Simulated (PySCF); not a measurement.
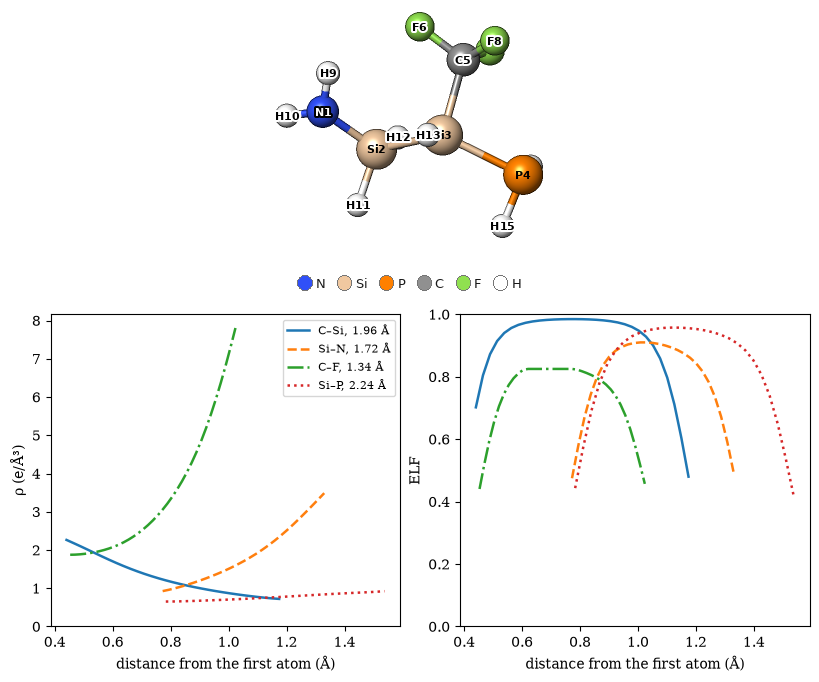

*CH$_{7}$F$_{3}$NPSi$_{2}$. Electron density and electron localisation function along straight lines between neighbouring atoms. The curves leave out the atomic cores. The structure is drawn too.*

Geometry: GFN2-xTB.

Computed with PySCF, PBE0/pcSseg-1, SCF density, gas phase, non-relativistic.

The calculation's input:

```
{"job": {"kind": "nmr", "xc": "PBE0", "basis": "pcSseg-1"}, "charge": 0, "multiplicity": 1}
N      2.442512    -0.726820    -0.278700
Si     1.443071     0.659097    -0.433855
Si    -0.480367     0.152601     0.796389
P     -2.178593     1.591004     1.022447
C     -1.354757    -1.282055    -0.207048
F     -0.487161    -2.275742    -0.525771
F     -1.852581    -0.850552    -1.387996
F     -2.372367    -1.871859     0.439425
H      2.057116    -1.646298    -0.428060
H      3.398036    -0.698825    -0.596156
H      2.201067     1.755643     0.173806
H      1.091811     1.066644    -1.809374
H     -0.358193    -0.506704     2.107892
H     -2.182451     1.993494    -0.304492
H     -1.371556     2.648360     1.409580
```

Run with:

```sh
OMP_NUM_THREADS=1 python probes_run.py task.json out
```

> What can be read from the curves?

C–Si (1.96 Å): ρ is about 0.9 e/Å³ halfway; the ELF peaks at about 1 between the atoms; a covalent bond.
Si–N (1.72 Å): ρ at the midpoint is about 1.1 e/Å³; the ELF peaks at about 0.90 between the atoms; a shared but strongly polarised pair.
C–F (1.34 Å): the density is about 2.4 e/Å³ at the midpoint; the ELF peaks at about 0.85 between the atoms (a shared but strongly polarised pair).
Si–P (2.24 Å): ρ is about 0.75 e/Å³ halfway; the ELF peaks at about 0.95 between the atoms: a shared electron pair.
